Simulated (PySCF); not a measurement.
## Electronic structure of C₃H₂F₃N₃Si (SMILES N#C[Si](N)(C#N)C(F)(F)F) in real space

```yaml
atoms:
  - { symbol: N, position_ang: [2.2980, -0.1762, -2.2079] }
  - { symbol: C, position_ang: [1.5270, -0.0095, -1.3794] }
  - { symbol: Si, position_ang: [0.3164, 0.2544, 0.0231] }
  - { symbol: N, position_ang: [0.7271, -0.2958, 1.5775] }
  - { symbol: C, position_ang: [-0.1220, 2.0664, 0.0125] }
  - { symbol: N, position_ang: [-0.3636, 3.1838, 0.0089] }
  - { symbol: C, position_ang: [-1.2702, -0.7657, -0.4398] }
  - { symbol: F, position_ang: [-1.6921, -0.5654, -1.6980] }
  - { symbol: F, position_ang: [-1.0496, -2.0925, -0.3169] }
  - { symbol: F, position_ang: [-2.3129, -0.4900, 0.3645] }
  - { symbol: H, position_ang: [0.4625, -1.2089, 1.9137] }
  - { symbol: H, position_ang: [1.4806, 0.0985, 2.1157] }
```

Geometry: GFN2-xTB.

Method: PBE0/def2-SVPD, SCF density, gas phase (PySCF).

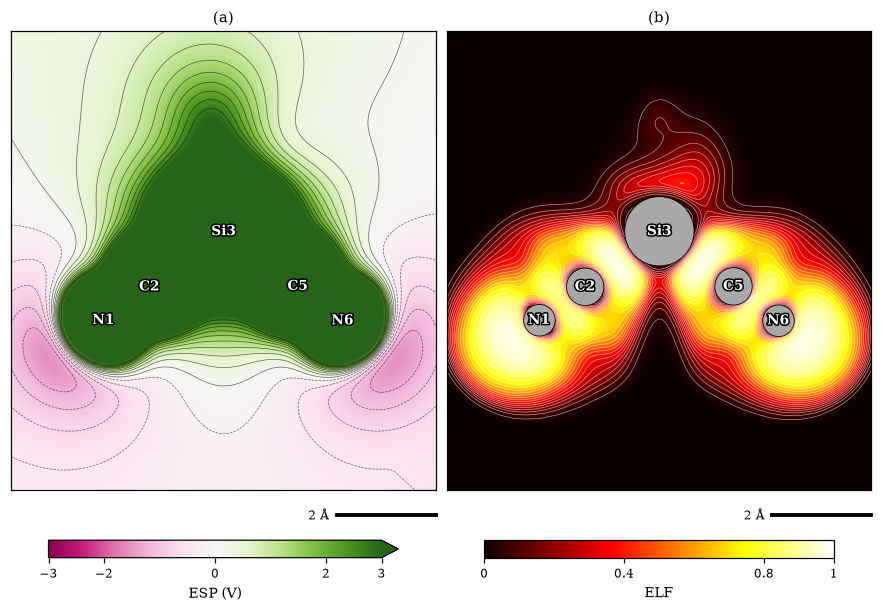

Figure 1. (a) electrostatic potential; (b) electron localisation function on the plane of atoms C2, Si3 and C5. Grey discs cover the atomic cores in the ELF map.

### Read the bonding off the picture.

The plane passes through N, C and Si nuclei.
C–N (1.14 Å): the ELF peaks at about 0.90 between the atoms (a multiple bond).
C–Si (1.86 Å): the ELF peaks at about 1 between the atoms: a covalent bond.
The ELF also peaks beside N6 and N1, away from the bonds: lone-pair regions.
Outside the dense part of the molecule the potential is most negative (−1.6 V) near N1.

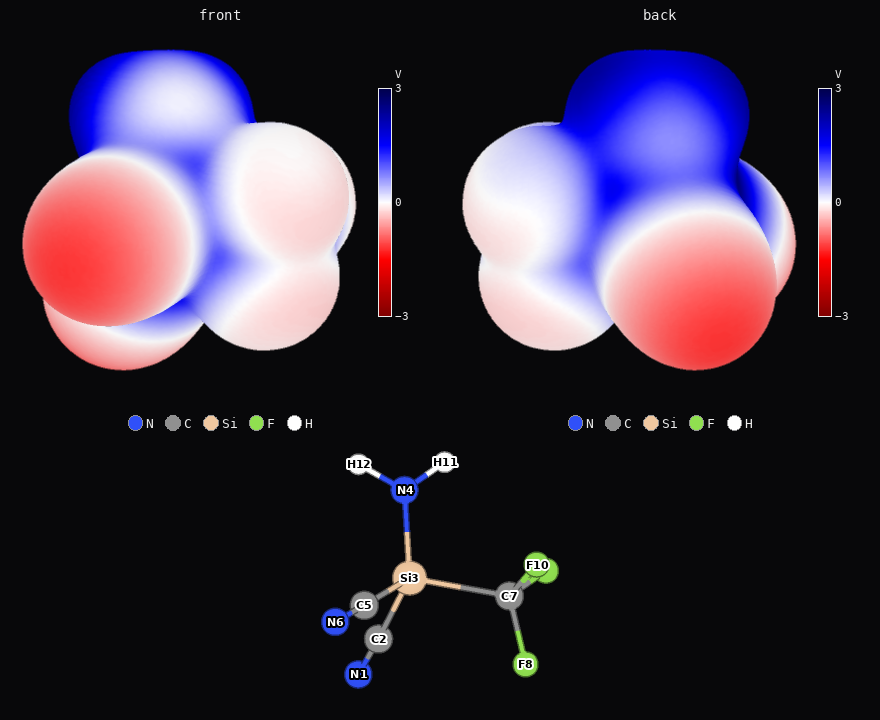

Figure 2. The molecular electrostatic potential painted on the density surface at 0.001 e/bohr³, seen from the front and from behind; the colour scale runs from red (negative) to blue (positive). The bare structure is drawn below in the same view.

### Describe the electrostatic potential map.

The most negative region (about −1.2 V) lies over N1 and N6, the most positive (about +2.4 V) over Si3 and H12.
